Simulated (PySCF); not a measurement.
# C₃H₅NSi₂: NMR shifts at several levels of theory

Aim: compute the NMR shifts of C₃H₅NSi₂ (`C#C[Si@H]([SiH3])C#N`) at several levels, and see how far they spread and what each costs.

Computed with PySCF 2.14.0, with density-fitted response routines of our own, on a single molecule in the gas phase. Atoms count from 0, in the outputs and in this text.

## Step 1: Starting geometry

11 atoms, charge 0, multiplicity 1; geometry from: GFN2-xTB.

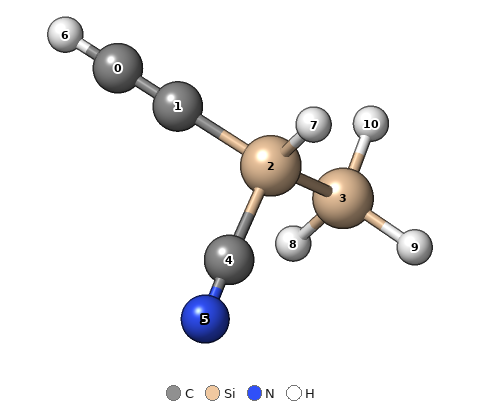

As it starts; carbon grey, silicon light orange, nitrogen blue, hydrogen white, atoms numbered.

## Step 2: Relaxing the molecule at PBE0-D3(BJ)/def2-SVP

Job settings and geometry (Å):

```
{"job": {"xc": "PBE0", "basis": "def2-SVP", "d3": "d3bj", "grid": 1, "kind": "geom"}, "charge": 0, "multiplicity": 1}
C      2.625753    -1.048841     0.104127
C      1.651017    -0.350173     0.195280
Si     0.108059     0.664328     0.327638
Si    -1.822163    -0.617968     0.305800
C      0.197795     1.733786    -1.207436
N      0.207531     2.376102    -2.156364
H      3.486156    -1.649764     0.025049
H      0.307831     1.615529     1.432970
H     -1.907988    -1.445168    -0.897955
H     -3.015251     0.229027     0.372397
H     -1.833315    -1.504189     1.472529
```

Standard output:

```text
step   0  E = -750.22112065  max force = 0.033041
step   1  E = -750.22515093  max force = 0.006878
step   2  E = -750.22565533  max force = 0.004106
step   3  E = -750.22580119  max force = 0.000992
step   4  E = -750.22583303  max force = 0.000689
step   5  E = -750.22586309  max force = 0.000807
step   6  E = -750.22586833  max force = 0.000349
optimisation converged
```

It took 37 s on 1 thread, shared host.

Along the way:

```tsv
step	energy from step 0 (eV)	largest force component (eV/Å)
0	0.0000	1.6990
1	-0.1097	0.3537
2	-0.1234	0.2111
3	-0.1274	0.0510
4	-0.1282	0.0354
5	-0.1290	0.0415
6	-0.1292	0.0179
```

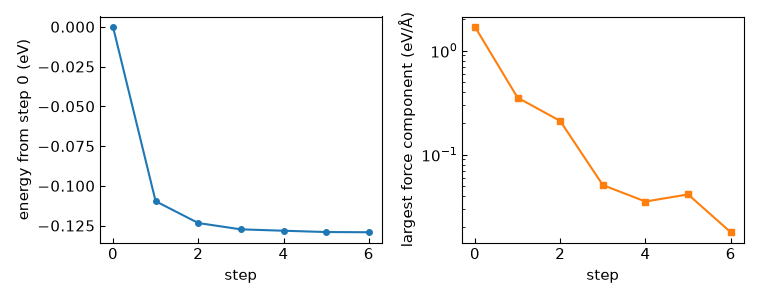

Energy and force, step by step.

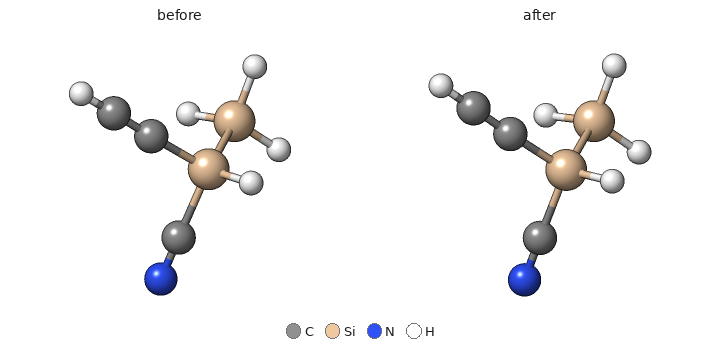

The geometry before (left) and after (right).

Close pairs (by a distance rule), those that changed most:

```tsv
bond	before (Å)	after (Å)	change (Å)
Si3–H8	1.463	1.492	+0.029
Si2–Si3	2.317	2.346	+0.028
Si3–H9	1.465	1.493	+0.028
Si3–H10	1.465	1.493	+0.028
C1–Si2	1.851	1.826	-0.026
C0–H6	1.052	1.076	+0.024
Si2–H7	1.472	1.489	+0.017
C4–N5	1.146	1.160	+0.014
```

The next job starts from the end point, and lists it.

```tsv
at the end point	value
point group (found at 0.08 Å tolerance)	C1
rotational constants (GHz, main isotopes)	2.037, 1.965, 1.110
dipole moment (D)	3.79
```

## Step 3: Shielding tensors: PBE0/cc-pVDZ

Job settings and geometry (Å):

```
{"job": {"kind": "nmr", "xc": "PBE0", "basis": "cc-pVDZ", "pop": true}, "charge": 0, "multiplicity": 1}
C      2.596904    -1.145960     0.125439
C      1.651217    -0.383083     0.185379
Si     0.180984     0.693953     0.293018
Si    -1.783694    -0.587874     0.307711
C      0.135596     1.765282    -1.228292
N      0.048423     2.420090    -2.181788
H      3.439972    -1.812598     0.070170
H      0.288513     1.610261     1.462127
H     -1.831881    -1.402253    -0.941226
H     -2.962293     0.325820     0.375852
H     -1.760820    -1.481363     1.503865
```

Method: GIAO PBE0/cc-pVDZ NMR shielding, non-relativistic, gas phase.

Standard output:

```text
coarse grid: 10672 points
cycle   1  E = -750.4599818909  dE =  4.292e-01  |g| = 4.355e-01  |ddm| = 6.477e+00
cycle   2  E = -750.3405256071  dE =  1.195e-01  |g| = 8.355e-01  |ddm| = 1.773e+00
cycle   3  E = -750.5071596285  dE = -1.666e-01  |g| = 1.692e-01  |ddm| = 1.081e+00
cycle   4  E = -750.5136258348  dE = -6.466e-03  |g| = 4.605e-02  |ddm| = 2.755e-01
cycle   5  E = -750.5138795078  dE = -2.537e-04  |g| = 3.274e-02  |ddm| = 8.456e-02
cycle   6  E = -750.5141618120  dE = -2.823e-04  |g| = 3.213e-03  |ddm| = 4.585e-02
cycle   7  E = -750.5141652553  dE = -3.443e-06  |g| = 6.457e-04  |ddm| = 7.112e-03
final grid: 95328 points
cycle   8  E = -750.5336131496  dE = -1.210e-05  |g| = 3.829e-03  |ddm| = 3.993e-02
cycle   9  E = -750.5336131716  dE = -2.198e-08  |g| = 3.958e-03  |ddm| = 1.618e-02
cycle  10  E = -750.5336174107  dE = -4.239e-06  |g| = 1.383e-03  |ddm| = 8.086e-03
cycle  11  E = -750.5336178468  dE = -4.361e-07  |g| = 1.955e-04  |ddm| = 1.674e-03
cycle  12  E = -750.5336178552  dE = -8.357e-09  |g| = 7.375e-05  |ddm| = 4.120e-04
cycle  13  E = -750.5336178560  dE = -8.827e-10  |g| = 4.613e-05  |ddm| = 1.345e-04
cycle  14  E = -750.5336178566  dE = -5.784e-10  |g| = 4.665e-06  |ddm| = 6.899e-05
converged SCF energy = -750.5336178566

GIAO shielding tensors (ppm)
atom      isotropic    diamagn.    paramagn.     s11        s22        s33       span
  0 C       94.191     261.661    -167.470     18.969     20.072    243.533    224.565
  1 C      124.433     256.748    -132.315     40.737     41.565    290.998    250.260
  2 Si     504.322     885.471    -381.149    491.762    503.314    517.890     26.128
  3 Si     501.642     881.863    -380.221    496.239    499.272    509.416     13.177
  4 C       82.783     261.386    -178.603    -21.316    -19.940    289.605    310.921
  5 N      -72.933     337.701    -410.634   -257.067   -252.379    290.648    547.715
  6 H       28.793      32.300      -3.508     24.084     24.221     38.073     13.990
  7 H       26.595      27.647      -1.052     23.677     24.567     31.541      7.865
  8 H       27.511      29.304      -1.792     24.592     25.572     32.369      7.777
  9 H       27.642      28.360      -0.718     24.569     25.300     33.057      8.488
 10 H       27.693      28.711      -1.018     24.628     25.521     32.930      8.302
```

Run time: 11 s. Hardware: 1 thread, shared host.

The references, computed at this level on geometries of the same kind, shield at (ppm): ¹H TMS 31.29, ¹³C TMS 196.8, ²⁹Si TMS 418.6, ¹⁵N NH3 273.1. Their shielding less the atom's gives the shift. The references are single molecules in the gas phase, so shifts against H2O, NH3, PH3, H3PO4 or CFCl3 are not on the usual liquid scales and can be off by tens of ppm. Atoms listed in one row are averaged.

```tsv
atoms	environment	σ (ppm)	δ (ppm)
C4	nitrile carbon	82.8	114.0
C0	terminal alkyne carbon	94.2	102.6
C1	alkyne carbon	124.4	72.3
H7	hydrogen on a silicon bonded to 2 C, Si	26.60	4.69
H8, H9, H10	hydrogen on a silicon bonded to Si	27.62	3.67
H6	hydrogen on a terminal alkyne carbon	28.79	2.50
Si3	silicon bonded to Si, 3 H	501.6	-83.0
Si2	silicon bonded to 2 C, Si, H	504.3	-85.7
N5	nitrile nitrogen	-72.9	346.1
```

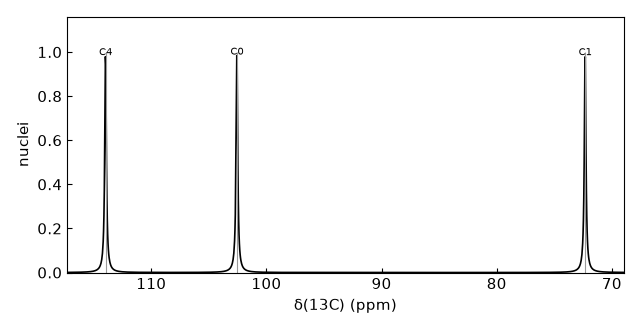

¹³C lines at the computed shifts, without couplings. Lines are broadened to a width of 0.17 ppm (Lorentzian).

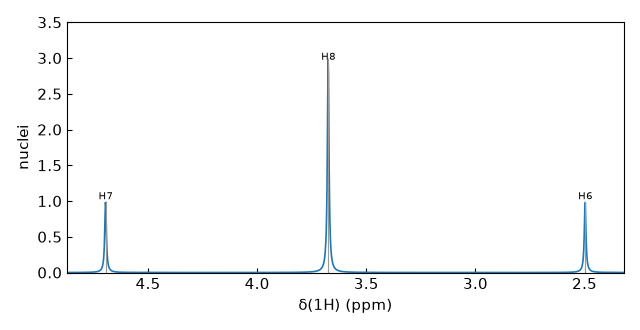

¹H lines at the computed shifts, without couplings. Lines are broadened to a width of 0.01 ppm (Lorentzian).

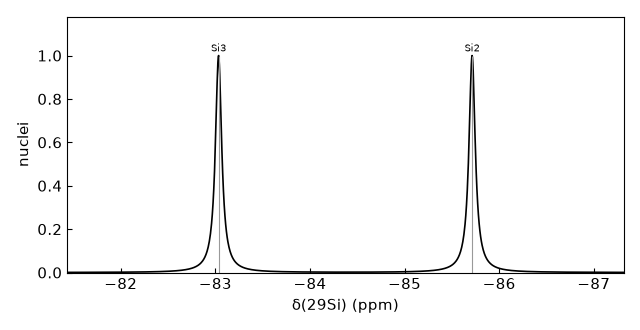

²⁹Si lines at the computed shifts, without couplings. Lines are broadened to a width of 0.08 ppm (Lorentzian).

Charges from the same density, by scheme (e):

```tsv
atoms	Mulliken	IAO	Hirshfeld	ESP fit
C0	-0.13	-0.15	-0.06	-0.31
C1	-0.03	-0.33	-0.15	-0.10
Si2	0.36	0.62	0.32	0.27
Si3	0.09	0.29	0.23	0.10
C4	-0.16	-0.15	-0.04	0.17
N5	-0.11	-0.18	-0.18	-0.35
```

Hirshfeld charges:

```tsv
atom	value (e)
C0	-0.06
C1	-0.15
Si2	0.32
Si3	0.23
C4	-0.04
N5	-0.18
H6	0.11
H7	-0.05
H8	-0.06
H9	-0.06
H10	-0.06
```

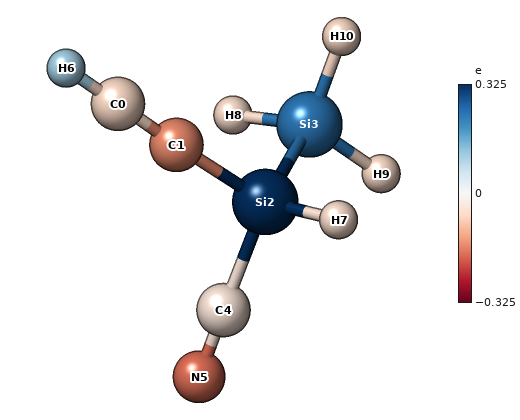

Hirshfeld charges, as colours on the atoms.

Mayer bond orders: C0–C1 2.54, C1–Si2 1.03, Si2–Si3 0.95, Si2–C4 0.91, C4–N5 3.03.

## Step 4: NMR shieldings: PBE0/cc-pVTZ

Same as in step 3 but for these lines:

```diff
@@ -1,2 +1,2 @@
-{"job": {"kind": "nmr", "xc": "PBE0", "basis": "cc-pVDZ", "pop": true}, "charge": 0, "multiplicity": 1}
+{"job": {"kind": "nmr", "xc": "PBE0", "basis": "cc-pVTZ", "pop": true}, "charge": 0, "multiplicity": 1}
 C      2.596904    -1.145960     0.125439
```

With the program's defaults for keys left out, this is: GIAO PBE0/cc-pVTZ NMR shielding, non-relativistic, gas phase.

Standard output:

```text
coarse grid: 10672 points
cycle   1  E = -750.5455403490  dE =  3.768e-01  |g| = 4.776e-01  |ddm| = 6.652e+00
cycle   2  E = -750.4320620037  dE =  1.135e-01  |g| = 8.452e-01  |ddm| = 1.606e+00
cycle   3  E = -750.5928278878  dE = -1.608e-01  |g| = 2.163e-01  |ddm| = 1.078e+00
cycle   4  E = -750.6024177777  dE = -9.590e-03  |g| = 5.432e-02  |ddm| = 2.975e-01
cycle   5  E = -750.6027852308  dE = -3.675e-04  |g| = 3.694e-02  |ddm| = 9.268e-02
cycle   6  E = -750.6031254003  dE = -3.402e-04  |g| = 4.724e-03  |ddm| = 4.684e-02
cycle   7  E = -750.6031319969  dE = -6.597e-06  |g| = 9.467e-04  |ddm| = 8.787e-03
final grid: 95328 points
cycle   8  E = -750.6104516037  dE = -2.798e-05  |g| = 4.265e-03  |ddm| = 9.026e-02
cycle   9  E = -750.6104497420  dE =  1.862e-06  |g| = 5.019e-03  |ddm| = 1.633e-02
cycle  10  E = -750.6104552917  dE = -5.550e-06  |g| = 2.063e-03  |ddm| = 8.615e-03
cycle  11  E = -750.6104562363  dE = -9.447e-07  |g| = 2.708e-04  |ddm| = 2.338e-03
cycle  12  E = -750.6104562530  dE = -1.671e-08  |g| = 6.915e-05  |ddm| = 4.384e-04
cycle  13  E = -750.6104562538  dE = -7.285e-10  |g| = 4.646e-05  |ddm| = 1.392e-04
cycle  14  E = -750.6104562543  dE = -5.075e-10  |g| = 1.097e-05  |ddm| = 6.233e-05
converged SCF energy = -750.6104562543

GIAO shielding tensors (ppm)
atom      isotropic    diamagn.    paramagn.     s11        s22        s33       span
  0 C       79.227     258.943    -179.716     -2.117     -1.130    240.928    243.045
  1 C      110.093     265.897    -155.804     19.887     20.321    290.072    270.185
  2 Si     446.417     890.260    -443.844    428.287    447.911    463.051     34.764
  3 Si     458.350     886.454    -428.104    455.638    457.742    461.670      6.031
  4 C       66.561     265.005    -198.444    -45.179    -43.935    288.797    333.977
  5 N      -99.856     333.132    -432.988   -296.260   -290.357    287.049    583.309
  6 H       28.851      29.812      -0.961     24.124     24.299     38.130     14.007
  7 H       26.465      27.874      -1.408     23.732     24.588     31.077      7.345
  8 H       27.453      29.531      -2.078     24.746     25.703     31.911      7.164
  9 H       27.531      28.448      -0.916     24.626     25.308     32.661      8.035
 10 H       27.593      28.882      -1.289     24.704     25.535     32.540      7.837
```

It took 35 s on 1 thread, shared host.

This run: δ C4 120.7, C0 108.1, C1 77.2, Si2 -86.4, H7 4.83, H8 3.77 ppm (means over like atoms).

## Step 5: Shielding tensors: PBE0/aug-cc-pVDZ

Same as in step 4 but for these lines:

```diff
@@ -1,2 +1,2 @@
-{"job": {"kind": "nmr", "xc": "PBE0", "basis": "cc-pVTZ", "pop": true}, "charge": 0, "multiplicity": 1}
+{"job": {"kind": "nmr", "xc": "PBE0", "basis": "aug-cc-pVDZ", "pop": true}, "charge": 0, "multiplicity": 1}
 C      2.596904    -1.145960     0.125439
```

Method: GIAO PBE0/aug-cc-pVDZ NMR shielding, non-relativistic, gas phase.

Standard output:

```text
coarse grid: 10672 points
cycle   1  E = -750.4734117895  dE =  4.180e-01  |g| = 4.285e-01  |ddm| = 1.311e+01
cycle   2  E = -750.3613025953  dE =  1.121e-01  |g| = 8.131e-01  |ddm| = 2.616e+00
cycle   3  E = -750.5186720871  dE = -1.574e-01  |g| = 1.724e-01  |ddm| = 1.362e+00
cycle   4  E = -750.5253115463  dE = -6.639e-03  |g| = 4.573e-02  |ddm| = 3.678e-01
cycle   5  E = -750.5255723444  dE = -2.608e-04  |g| = 3.219e-02  |ddm| = 1.655e-01
cycle   6  E = -750.5258439275  dE = -2.716e-04  |g| = 3.431e-03  |ddm| = 6.561e-02
cycle   7  E = -750.5258477806  dE = -3.853e-06  |g| = 7.104e-04  |ddm| = 1.533e-02
final grid: 95328 points
cycle   8  E = -750.5453326520  dE = -1.390e-05  |g| = 3.920e-03  |ddm| = 1.467e-01
cycle   9  E = -750.5453319239  dE =  7.281e-07  |g| = 4.397e-03  |ddm| = 3.441e-02
cycle  10  E = -750.5453369755  dE = -5.052e-06  |g| = 1.564e-03  |ddm| = 1.449e-02
cycle  11  E = -750.5453375290  dE = -5.535e-07  |g| = 1.948e-04  |ddm| = 2.587e-03
cycle  12  E = -750.5453375364  dE = -7.449e-09  |g| = 9.547e-05  |ddm| = 5.714e-04
cycle  13  E = -750.5453375382  dE = -1.735e-09  |g| = 4.935e-05  |ddm| = 2.753e-04
cycle  14  E = -750.5453375388  dE = -6.758e-10  |g| = 5.410e-06  |ddm| = 1.111e-04
converged SCF energy = -750.5453375388

GIAO shielding tensors (ppm)
atom      isotropic    diamagn.    paramagn.     s11        s22        s33       span
  0 C       95.882     263.596    -167.714     21.765     22.388    243.493    221.728
  1 C      122.064     225.943    -103.879     37.342     38.616    290.233    252.891
  2 Si     496.634     895.553    -398.919    480.950    497.097    511.856     30.905
  3 Si     507.857     894.795    -386.939    498.063    505.473    520.034     21.971
  4 C       77.105     263.050    -185.945    -29.765    -28.331    289.409    319.174
  5 N      -66.549     316.141    -382.690   -248.271   -243.069    291.692    539.963
  6 H       28.812      31.409      -2.597     24.035     24.289     38.111     14.076
  7 H       26.407      26.136       0.272     23.510     24.475     31.237      7.727
  8 H       27.458      30.411      -2.953     24.625     25.629     32.120      7.495
  9 H       27.538      29.417      -1.879     24.517     25.229     32.868      8.351
 10 H       27.594      29.785      -2.190     24.596     25.438     32.749      8.152
```

Wall time 25 s (1 thread, shared host).

In short: δ C4 118.0, C0 99.2, C1 73.1, Si2 -79.9, H7 4.99, H8 3.86 ppm (means over like atoms).

## Step 6: Shielding tensors: PBE0/IGLO-III

Same as in step 5 but for these lines:

```diff
@@ -1,2 +1,2 @@
-{"job": {"kind": "nmr", "xc": "PBE0", "basis": "aug-cc-pVDZ", "pop": true}, "charge": 0, "multiplicity": 1}
+{"job": {"kind": "nmr", "xc": "PBE0", "basis": "IGLO-III", "pop": true}, "charge": 0, "multiplicity": 1}
 C      2.596904    -1.145960     0.125439
```

Level: GIAO PBE0/IGLO-III NMR shielding, non-relativistic, gas phase.

Standard output:

```text
coarse grid: 10672 points
cycle   1  E = -750.5491500102  dE =  3.425e-01  |g| = 4.962e-01  |ddm| = 2.740e+00
cycle   2  E = -750.4324157712  dE =  1.167e-01  |g| = 8.587e-01  |ddm| = 7.655e-01
cycle   3  E = -750.5944310468  dE = -1.620e-01  |g| = 2.334e-01  |ddm| = 4.823e-01
cycle   4  E = -750.6052519580  dE = -1.082e-02  |g| = 5.896e-02  |ddm| = 1.215e-01
cycle   5  E = -750.6057192765  dE = -4.673e-04  |g| = 3.820e-02  |ddm| = 4.959e-02
cycle   6  E = -750.6060751440  dE = -3.559e-04  |g| = 5.919e-03  |ddm| = 1.855e-02
cycle   7  E = -750.6060847958  dE = -9.652e-06  |g| = 1.032e-03  |ddm| = 5.388e-03
final grid: 95328 points
cycle   8  E = -750.6138049082  dE = -6.258e-05  |g| = 4.742e-03  |ddm| = 4.077e-02
cycle   9  E = -750.6138027473  dE =  2.161e-06  |g| = 5.315e-03  |ddm| = 6.741e-03
cycle  10  E = -750.6138085264  dE = -5.779e-06  |g| = 2.385e-03  |ddm| = 3.863e-03
cycle  11  E = -750.6138097407  dE = -1.214e-06  |g| = 5.051e-04  |ddm| = 1.183e-03
cycle  12  E = -750.6138097993  dE = -5.856e-08  |g| = 9.395e-05  |ddm| = 3.582e-04
cycle  13  E = -750.6138098006  dE = -1.339e-09  |g| = 6.124e-05  |ddm| = 9.059e-05
cycle  14  E = -750.6138098015  dE = -8.790e-10  |g| = 1.316e-05  |ddm| = 3.088e-05
converged SCF energy = -750.6138098015

GIAO shielding tensors (ppm)
atom      isotropic    diamagn.    paramagn.     s11        s22        s33       span
  0 C       73.171     270.787    -197.617    -10.431     -9.537    239.480    249.912
  1 C      103.546     250.252    -146.706      9.641     10.376    290.621    280.980
  2 Si     435.639     899.244    -463.605    418.017    434.264    454.635     36.617
  3 Si     447.025     888.290    -441.265    444.206    445.855    451.013      6.807
  4 C       58.192     251.957    -193.765    -58.043    -56.653    289.272    347.315
  5 N     -107.281     339.583    -446.864   -306.442   -300.415    285.014    591.457
  6 H       28.813      31.028      -2.215     24.055     24.244     38.139     14.084
  7 H       26.407      28.909      -2.502     23.724     24.622     30.874      7.150
  8 H       27.422      28.805      -1.384     24.764     25.752     31.749      6.985
  9 H       27.484      28.441      -0.957     24.616     25.334     32.503      7.887
 10 H       27.536      28.636      -1.100     24.679     25.543     32.386      7.707
```

Run time: 42 s. Hardware: 1 thread, shared host.

Key values: δ C4 125.6, C0 110.6, C1 80.2, Si2 -90.3, H7 4.97, H8 3.89 ppm (means over like atoms).

## Step 7: Shielding tensors: PBE0/pcSseg-0

Same as in step 6 but for these lines:

```diff
@@ -1,2 +1,2 @@
-{"job": {"kind": "nmr", "xc": "PBE0", "basis": "IGLO-III", "pop": true}, "charge": 0, "multiplicity": 1}
+{"job": {"kind": "nmr", "xc": "PBE0", "basis": "pcSseg-0", "pop": true}, "charge": 0, "multiplicity": 1}
 C      2.596904    -1.145960     0.125439
```

With the program's defaults for keys left out, this is: GIAO PBE0/pcSseg-0 NMR shielding, non-relativistic, gas phase.

Standard output:

```text
coarse grid: 10672 points
cycle   1  E = -749.3555469452  dE =  3.397e-01  |g| = 3.846e-01  |ddm| = 3.858e+00
cycle   2  E = -749.2651083888  dE =  9.044e-02  |g| = 7.546e-01  |ddm| = 1.357e+00
cycle   3  E = -749.3951660061  dE = -1.301e-01  |g| = 1.375e-01  |ddm| = 7.716e-01
cycle   4  E = -749.3993105224  dE = -4.145e-03  |g| = 3.989e-02  |ddm| = 1.603e-01
cycle   5  E = -749.3994968947  dE = -1.864e-04  |g| = 2.767e-02  |ddm| = 5.406e-02
cycle   6  E = -749.3996971812  dE = -2.003e-04  |g| = 1.929e-03  |ddm| = 2.765e-02
cycle   7  E = -749.3996982588  dE = -1.078e-06  |g| = 5.092e-04  |ddm| = 3.434e-03
final grid: 95328 points
cycle   8  E = -749.4572488526  dE = -1.048e-05  |g| = 2.429e-03  |ddm| = 1.520e-02
cycle   9  E = -749.4572492838  dE = -4.312e-07  |g| = 2.138e-03  |ddm| = 5.824e-03
cycle  10  E = -749.4572504378  dE = -1.154e-06  |g| = 8.514e-04  |ddm| = 3.011e-03
cycle  11  E = -749.4572506007  dE = -1.629e-07  |g| = 1.547e-04  |ddm| = 8.123e-04
cycle  12  E = -749.4572506063  dE = -5.585e-09  |g| = 4.883e-05  |ddm| = 2.097e-04
cycle  13  E = -749.4572506066  dE = -3.090e-10  |g| = 3.496e-05  |ddm| = 6.518e-05
cycle  14  E = -749.4572506069  dE = -2.929e-10  |g| = 1.820e-06  |ddm| = 3.303e-05
converged SCF energy = -749.4572506069

GIAO shielding tensors (ppm)
atom      isotropic    diamagn.    paramagn.     s11        s22        s33       span
  0 C       76.730     271.864    -195.134     -5.896     -4.594    240.679    246.575
  1 C      113.194     284.950    -171.757     22.420     24.581    292.580    270.161
  2 Si     483.965     877.423    -393.458    462.583    485.006    504.305     41.722
  3 Si     500.165     879.287    -379.121    485.485    492.010    523.002     37.517
  4 C       59.920     282.091    -222.171    -57.562    -55.029    292.351    349.914
  5 N     -117.095     324.215    -441.310   -321.500   -319.926    290.141    611.641
  6 H       30.123      29.089       1.034     25.836     25.917     38.615     12.780
  7 H       27.808      26.109       1.699     24.361     25.809     33.253      8.891
  8 H       28.952      28.695       0.258     25.561     27.310     33.985      8.424
  9 H       29.230      28.248       0.982     25.507     27.211     34.972      9.465
 10 H       29.323      28.390       0.933     25.609     27.325     35.035      9.425
```

Run time: 5.3 s. Hardware: 1 thread, shared host.

Key values: δ C4 133.6, C0 116.8, C1 80.3, Si2 -135.4, H7 5.02, H8 3.66 ppm (means over like atoms).

## Step 8: Side by side: NMR shifts

Shifts (ppm) of some atoms, chosen among heavy atoms and hydrogens apart, with basis size and wall time:

```tsv
run	C4	C0	H7	H6	Si3	Si2	N5	functions	time
PBE0/cc-pVDZ	114.0	102.6	4.69	2.50	-83.0	-85.7	346.1	117	11 s
PBE0/cc-pVTZ	120.7	108.1	4.83	2.44	-98.4	-86.4	366.6	258	35 s
PBE0/aug-cc-pVDZ	118.0	99.2	4.99	2.58	-91.1	-79.9	336.4	191	25 s
PBE0/IGLO-III	125.6	110.6	4.97	2.56	-101.7	-90.3	367.8	278	42 s
PBE0/pcSseg-0	133.6	116.8	5.02	2.71	-151.6	-135.4	383.1	72	5.3 s
```

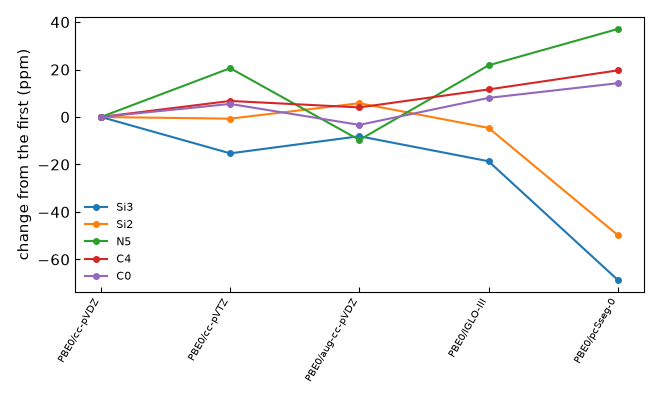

How five of the tabulated atoms move from run to run.

## Step 9: Summary of results

| quantity | value |
| --- | --- |
| point group | C1 |
| rotational constants (main isotopes) | 2.04, 1.96, 1.11 GHz |
| ¹³C shifts against TMS (PBE0/cc-pVDZ) | 114.0, 102.6, 72.3 ppm |
| ¹H shifts against TMS (PBE0/cc-pVDZ, means over atoms taken as alike) | 4.69, 3.67, 2.50 ppm |
| ²⁹Si shifts against TMS (PBE0/cc-pVDZ) | -83.0, -85.7 ppm |
| ¹⁵N shifts against NH3 (PBE0/cc-pVDZ) | 346.1 ppm |
| range of the shift of Si3 | -151.6 to -83.0 ppm |

Single values in the summary come from the first run of each kind that ended normally (PBE0/cc-pVDZ), which need not be the best level. Relaxing lowered the energy by 0.129 eV in 6 steps; the close pair that moved most is Si3–H8, from 1.463 to 1.492 Å. No frequency check was run at this level, so the end point may be a saddle. At PBE0/cc-pVDZ: The widest tensor belongs to N5: span 548 ppm, with a paramagnetic part of -411 ppm. In ppm, Si3 moves most: its shift spreads over 68.6 ppm, from -151.6 (PBE0/pcSseg-0) to -83.0 (PBE0/cc-pVDZ). Most of that comes from the computed reference, not from the atom's own shielding.
